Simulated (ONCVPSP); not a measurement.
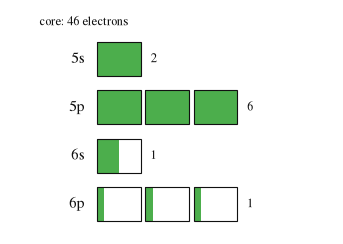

Figure 1. The valence shells of the reference configuration: a box for each of the 2l + 1 orbitals, shaded by the share of the shell that is filled, with the electron count at the right.

**Pseudopotential generation, with input and output: Ba**

Barium (Ba, Z = 56), core [Kr] 4d10, reference valence 5s2 5p6 6s1 6p1, valence charge 10. Computed at this level: ONCV potential, LDA (Perdew-Zunger), scalar-relativistic, made with ONCVPSP 4.0.1.

## The input
```
# ATOM AND REFERENCE CONFIGURATION
# atsym  z   nc   nv     iexc    psfile
  Ba 56.00    9    4        3      upf
#
#   n    l    f
    1    0    2.00
    2    0    2.00
    2    1    6.00
    3    0    2.00
    3    1    6.00
    3    2   10.00
    4    0    2.00
    4    1    6.00
    4    2   10.00
    5    0    2.00
    5    1    6.00
    6    0    1.00
    6    1    1.00
#
# PSEUDOPOTENTIAL AND OPTIMIZATION
# lmax
    2
#
#   l,   rc,      ep,       ncon, nbas, qcut
    0    3.10    0.00    4    7    4.40
    1    3.55    0.00    3    7    4.30
    2    3.90    0.11    4    8    2.70
#
# LOCAL POTENTIAL
# lloc, lpopt,  rc(5),   dvloc0
    4    5    3.00    4.00
#
# VANDERBILT-KLEINMAN-BYLANDER PROJECTORs
# l, nproj, debl
    0    2    2.90
    1    2    1.60
    2    1    1.10
#
# MODEL CORE CHARGE
# icmod, fcfact, rcfact
    3    1.75    1.00
#
# LOG DERIVATIVE ANALYSIS
# epsh1, epsh2, depsh
   -3.00    5.00    0.02
#
# OUTPUT GRID
# rlmax, drl
    6.00    0.01
#
# TEST CONFIGURATIONS
# ncnf
    4
# nvcnf
#   n    l    f
    4
    5    0    2.00
    5    1    6.00
    6    0    2.00
    6    1    0.00
#
    4
    5    0    2.00
    5    1    6.00
    6    0    1.00
    6    1    0.00
#
    4
    5    0    2.00
    5    1    6.00
    6    0    0.00
    6    1    0.00
#
    4
    5    0    2.00
    5    1    5.00
    6    0    2.00
    6    1    0.00
#
```

Hardware: 1 CPU thread, shared host.

Launched with:
```bash
oncvpsp.x < Ba.dat > Ba.out
```

## The program's output (extracts)
```
ONCVPSP  (Optimized Norm-Conservinng Vanderbilt PSeudopotential)
scalar-relativistic version 4.0.1

#   n    l    f        energy (Ha)
    1    0    2.00    -1.3678857E+03
    2    0    2.00    -2.1628385E+02
    2    1    6.00    -1.9404966E+02
    3    0    2.00    -4.5671243E+01
    3    1    6.00    -3.8542547E+01
    3    2   10.00    -2.8160668E+01
    4    0    2.00    -8.9830445E+00
    4    1    6.00    -6.6810536E+00
    4    2   10.00    -3.3380365E+00
    5    0    2.00    -1.2846348E+00
    5    1    6.00    -7.3237824E-01
    6    0    1.00    -1.4567388E-01
    6    1    1.00    -6.5447193E-02

Reference configufation results
  iterations    24
  all-electron total energy (Ha)   -8.12923431D+03

Begin loop to  construct optimized pseudo wave functions
and semi-local pseudopoentials for all angular momenta

Calculating optimized projector #   1

 for l=   0

    Fraction of norm inside rc  0.986113
    Optimizing pswf for qcut=   4.40 a_B^-1,  ecut=   9.66 Ha
    Residual kinetic energy error=  8.83D-08 Ha

    Energy error per electron        Cutoff
         Ha          eV             Ha
         0.01000     0.27211        1.78
         0.00100     0.02721        4.73
         0.00010     0.00272        6.43
         0.00001     0.00027        7.63

Calculating optimized projector #   2

 for l=   0

    Fraction of norm inside rc  0.146596
    Optimizing pswf for qcut=   4.40 a_B^-1,  ecut=   9.66 Ha
    Residual kinetic energy error=  6.67D-07 Ha

    Energy error per electron        Cutoff
         Ha          eV             Ha
         0.01000     0.27211        1.60
         0.00100     0.02721        4.95
         0.00010     0.00272        6.87
         0.00001     0.00027        8.36

Calculating optimized projector #   1

 for l=   1

    Fraction of norm inside rc  0.978049
    Optimizing pswf for qcut=   4.30 a_B^-1,  ecut=   9.25 Ha
    Residual kinetic energy error=  1.39D-09 Ha

    Energy error per electron        Cutoff
         Ha          eV             Ha
         0.01000     0.27211        3.45
         0.00100     0.02721        4.73
         0.00010     0.00272        5.81
         0.00001     0.00027        6.67

Calculating optimized projector #   2

 for l=   1

    Fraction of norm inside rc  0.081909
    Optimizing pswf for qcut=   4.30 a_B^-1,  ecut=   9.25 Ha
    Residual kinetic energy error=  1.55D-09 Ha

    Energy error per electron        Cutoff
         Ha          eV             Ha
         0.01000     0.27211        2.28
         0.00100     0.02721        3.61
         0.00010     0.00272        4.79
         0.00001     0.00027        5.76

WARNING wellstate: localized bound state found for n= 5 l= 2
WARNING this state with energy -0.10951011
WARNING will be used for the first projector

Calculating optimized projector #   1

 for l=   2

    Fraction of norm inside rc  0.711749
    Optimizing pswf for qcut=   2.70 a_B^-1,  ecut=   3.65 Ha
    Residual kinetic energy error=  6.51D-04 Ha

    Energy error per electron        Cutoff
         Ha          eV             Ha
         0.01000     0.27211        2.55
         0.00100     0.02721        3.77
         0.00010     0.00272       10.45
         0.00001     0.00027       15.78

Construct Vanderbilt / Kleinmman-Bylander projectors

B matrix Hermiticity error, ll=   0
   1   2    6.8443E-05

  Orthonormal projector coefficients -3.3354E+00 -1.0129E+00

B matrix Hermiticity error, ll=   1
   1   2    2.4220E-05

  Orthonormal projector coefficients -3.4445E+00 -1.1305E+00

Model core correction analysis
  based on d2Exc/dn_idn_j

d2excae - all-electron derivatives

   -2.303788D-02   -2.046748D-02   -2.177507D-03   -1.078588D-03
   -2.046784D-02   -2.071340D-02   -3.867214D-03   -1.522859D-03
   -2.177207D-03   -3.866067D-03   -2.359845D-02   -1.835616D-02
   -1.078522D-03   -1.522652D-03   -1.835329D-02   -2.173064D-02

d2excps - pseudofunction derivatives with no core correction

   -3.601696D-02   -2.619367D-02   -3.483519D-03   -1.557479D-03
   -2.619467D-02   -2.494006D-02   -4.387291D-03   -1.819221D-03
   -3.483773D-03   -4.386274D-03   -2.372885D-02   -1.839735D-02
   -1.557628D-03   -1.819126D-03   -1.839448D-02   -2.175227D-02

rms 2nd derivative error    4.004031E-03

rmatch, rhocmatch    1.2740    2.7082

Teter function model core charge with specified parameters

d2excps - pseudofunction derivatives with core correction

   -3.147119D-02   -2.472639D-02   -3.032678D-03   -1.436341D-03
   -2.472634D-02   -2.428538D-02   -4.248798D-03   -1.767569D-03
   -3.032261D-03   -4.247563D-03   -2.368364D-02   -1.838573D-02
   -1.436202D-03   -1.767335D-03   -1.838287D-02   -2.174813D-02

rms 2nd derivative error    2.764637E-03

Pseudoatom total energy  -26.004532

Diagnostic tests using Vanderbilt-Kleinman-Bylander pseudopotentials
  1 or more projectors used as specified by nproj input data

   l    rcore       rmatch      e in        delta e   norm test  slope test

   0   3.1065250   3.2008458  -1.2846348   0.0000002   1.0001373   1.0001284
   0   3.1065250   3.2008458  -0.1456739   0.0000002   1.0000090   1.0000066

   1   3.5647445   3.6729779  -0.7323782  -0.0000001   1.0000791   1.0000759
   1   3.5647445   3.6729779  -0.0654472   0.0000005   1.0000118   1.0000036

   2   3.9227994   4.0419041  -0.1095101  -0.0000003   0.9999996   0.9999992

 Testing for bound ghosts
   n   l    E NL Schr. Eq   E Basis Diag.   E Cutoff

   1   0       -1.284635       -1.284627     19.86
   2   0       -0.145674       -0.141001     19.86

   2   1       -0.732378       -0.732358     17.72
   3   1       -0.065447       -0.057081     17.72

   3   2       -0.109510       -0.109327     16.78

 Testing for highly-localized positive-energy ghosts
       l    <radius>/rc     E Basis Diag.   E Cutoff

Test configuration 0

   n   l     f        eae           eps        diff
   1   0  2.0000-1367.88574566
   2   0  2.0000 -216.28385290
   2   1  6.0000 -194.04966181
   3   0  2.0000  -45.67124326
   3   1  6.0000  -38.54254688
   3   2 10.0000  -28.16066790
   4   0  2.0000   -8.98304446
   4   1  6.0000   -6.68105362
   4   2 10.0000   -3.33803648
   5   0  2.0000   -1.28463485   -1.28463464    2.04D-07
   5   1  6.0000   -0.73237824   -0.73237837   -1.36D-07
   6   0  1.0000   -0.14567388   -0.14567366    2.13D-07
   6   1  1.0000   -0.06544719   -0.06544672    4.74D-07

    Total energies and differences
      AE_ref= -8.12923431D+03  AE_tst= -8.12923431D+03  dif=  0.00D+00
      PS_ref= -2.60045316D+01  PS_tst= -2.60045316D+01  dif=  1.91D-10
      PSP excitation error= -1.91D-10

Test configuration 1

   n   l     f        eae           eps        diff
   1   0  2.0000-1367.84215249
   2   0  2.0000 -216.24019296
   2   1  6.0000 -194.00605120
   3   0  2.0000  -45.62750571
   3   1  6.0000  -38.49881783
   3   2 10.0000  -28.11693332
   4   0  2.0000   -8.93946214
   4   1  6.0000   -6.63750791
   4   2 10.0000   -3.29456913
   5   0  2.0000   -1.24210709   -1.24178943    3.18D-04
   5   1  6.0000   -0.69099741   -0.69100983   -1.24D-05
   6   0  2.0000   -0.12315593   -0.12314114    1.48D-05

    Total energies and differences
      AE_ref= -8.12923431D+03  AE_tst= -8.12931234D+03  dif= -7.80D-02
      PS_ref= -2.60045316D+01  PS_tst= -2.60825424D+01  dif= -7.80D-02
      PSP excitation error= -1.23D-05

Test configuration 2

   n   l     f        eae           eps        diff
   1   0  2.0000-1368.05640660
   2   0  2.0000 -216.45424774
   2   1  6.0000 -194.22010044
   3   0  2.0000  -45.84144154
   3   1  6.0000  -38.71275087
   3   2 10.0000  -28.33088138
   4   0  2.0000   -9.15292696
   4   1  6.0000   -6.85090045
   4   2 10.0000   -3.50779351
   5   0  2.0000   -1.45311017   -1.45325813   -1.48D-04
   5   1  6.0000   -0.90011632   -0.90018513   -6.88D-05
   6   0  1.0000   -0.28756679   -0.28757051   -3.71D-06

    Total energies and differences
      AE_ref= -8.12923431D+03  AE_tst= -8.12910864D+03  dif=  1.26D-01
      PS_ref= -2.60045316D+01  PS_tst= -2.58788379D+01  dif=  1.26D-01
      PSP excitation error= -2.37D-05

Test configuration 3

   n   l     f        eae           eps        diff
   1   0  2.0000-1368.30813413
   2   0  2.0000 -216.70559625
   2   1  6.0000 -194.47143768
   3   0  2.0000  -46.09255709
   3   1  6.0000  -38.96386101
   3   2 10.0000  -28.58202140
   4   0  2.0000   -9.40313581
   4   1  6.0000   -7.10097217
   4   2 10.0000   -3.75755130
   5   0  2.0000   -1.69864472   -1.69961297   -9.68D-04
   5   1  6.0000   -1.14192799   -1.14209072   -1.63D-04

    Total energies and differences
      AE_ref= -8.12923431D+03  AE_tst= -8.12873488D+03  dif=  4.99D-01
      PS_ref= -2.60045316D+01  PS_tst= -2.55050029D+01  dif=  5.00D-01
      PSP excitation error= -9.37D-05

Test configuration 4

   n   l     f        eae           eps        diff
   1   0  2.0000-1368.25986740
   2   0  2.0000 -216.65362791
   2   1  6.0000 -194.42006944
   3   0  2.0000  -46.03814929
   3   1  6.0000  -38.90952992
   3   2 10.0000  -28.52777828
   4   0  2.0000   -9.34460740
   4   1  6.0000   -7.04193143
   4   2 10.0000   -3.69699170
   5   0  2.0000   -1.60645187   -1.61123394   -4.78D-03
   5   1  5.0000   -1.03647146   -1.03847704   -2.01D-03
   6   0  2.0000   -0.33667872   -0.33678263   -1.04D-04

    Total energies and differences
      AE_ref= -8.12923431D+03  AE_tst= -8.12845284D+03  dif=  7.81D-01
      PS_ref= -2.60045316D+01  PS_tst= -2.52217820D+01  dif=  7.83D-01
      PSP excitation error= -1.27D-03
```

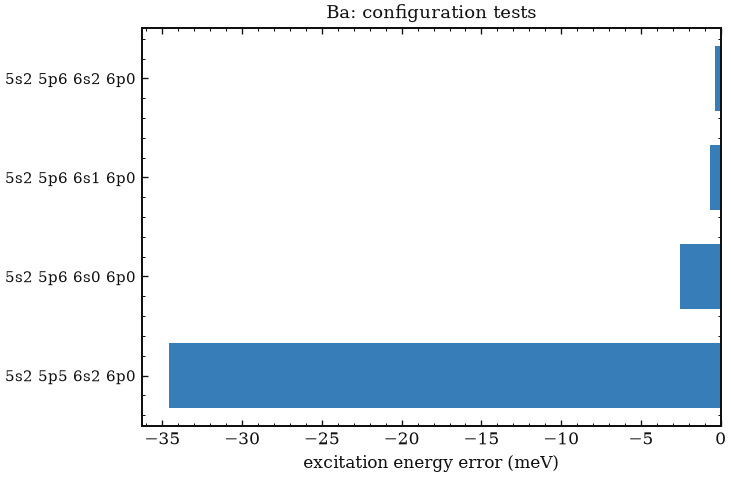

Figure 2. Errors, all-electron minus pseudo, of the energies of valence configurations relative to the unpolarised reference 5s2 5p6 6s1 6p1.

- Worst configuration: 5s2 5p5 6s2 6p0 (charge +1): the error is -35 meV on an all-electron energy of +21.27 eV relative to the reference, or 0.16 %.
- Errors in meV: 5s2 5p6 6s2 6p0: -0.3; 5s2 5p6 6s1 6p0: -0.6; 5s2 5p6 6s0 6p0: -2.5; 5s2 5p5 6s2 6p0: -35.

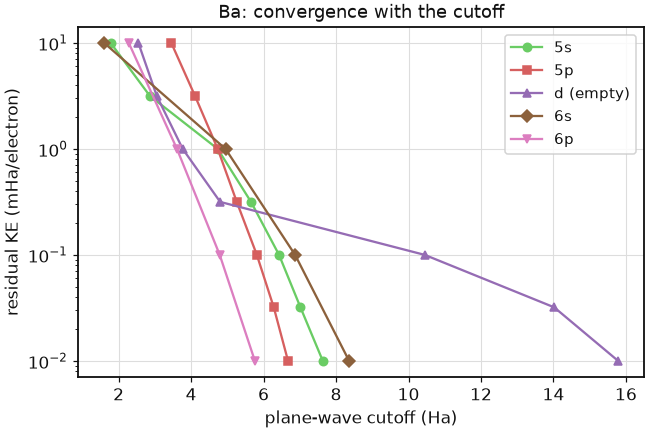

Figure 3. Residual kinetic energy of the pseudo-waves (the first of each channel, and further valence shells) beyond the plane-wave cutoff, as the generator prints it.

- Cutoffs for 1 mHa per electron: 6s: 5.0 Ha; 5p: 4.7 Ha; 5s: 4.7 Ha; d (empty): 3.8 Ha; 6p: 3.6 Ha.
- Cutoffs for the occupied states: 5.0 Ha for 1 mHa and 6.9 Ha for 0.1 mHa per electron. The first is set by 6s.

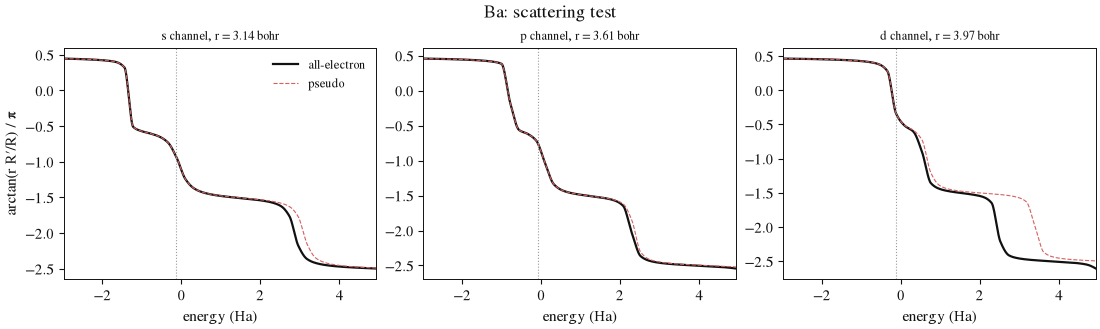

Figure 4. Unwrapped phase arctan(r R′/R) in units of π against energy, all-electron (solid) and pseudo (dashed); the pseudo phase is matched to the all-electron one at the reference energy. Here R(r) is the radial function. A near-vertical step is a level narrower than the spacing of the points behind the curves. The dotted line marks the reference energy of the channel. Not drawn: f: not judged.

- Ghost states: Going away from the reference energies, the phases part by more than π/2 in: d at about 2.4 Ha (above its reference energy, pseudo phase higher). Such a step is either a state that only one of the two atoms has or an ordinary level shifted in energy. The separate test gives: no bound ghost flagged; no localised positive-energy state flagged.
- Range over which the phases agree within 0.05 rad: s: up to about 2.2 Ha; p: up to about 2.0 Ha; d: up to about 0.3 Ha.

## Key numbers

- outcome: generated
- cutoffs needed: 5.0 Ha and 6.9 Ha (the cutoffs at which the residual kinetic energy of the hardest occupied pseudo-wave falls to 1 and 0.1 mHa per electron)
- ghost test: no bound ghost flagged; no localised positive-energy state flagged
- largest excitation error: -35 meV (all-electron minus pseudo) for 5s2 5p5 6s2 6p0, out of 4 test configurations
- rms error of d²Exc/dni dnj: 4.00 mHa without and 2.76 mHa with the model core
- range over which the phases arctan(r R′/R) at the test radius agree within 0.05 rad (a looser test near the poles than one of phase shifts): s: up to about 2.2 Ha; p: up to about 2.0 Ha; d: up to about 0.3 Ha; f: not judged, local potential alone
- wall time: 5.3 s

## Remarks

Warnings of the program, in the generation or the tests: wellstate: localized bound state found for n= 5 l= 2.
